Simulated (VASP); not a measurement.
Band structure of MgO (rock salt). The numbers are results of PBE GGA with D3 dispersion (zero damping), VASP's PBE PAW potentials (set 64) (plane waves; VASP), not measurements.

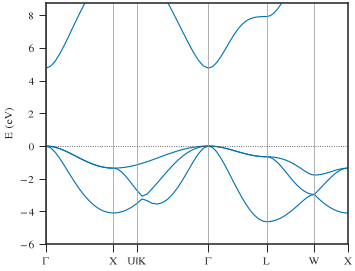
*Bands along high-symmetry lines, zero at the valence-band maximum or, without a gap, the Fermi level*

Read the plot: is there a gap, and where are the band edges?

The gap is direct, 4.76 eV, from the valence maximum at Γ to the conduction minimum at Γ. (Edges off the drawn lines would not show.)

Measured: gap 8.36 eV (computed value off by -3.60 eV), as given by Wei Chen et al., Physical Review Materials (2018), doi:10.1103/physrevmaterials.2.073803 [zero-point renormalisation of 0.53 eV added back (the table's ZPR column)].

The compound is MgO in the rock salt structure. It was relaxed first.
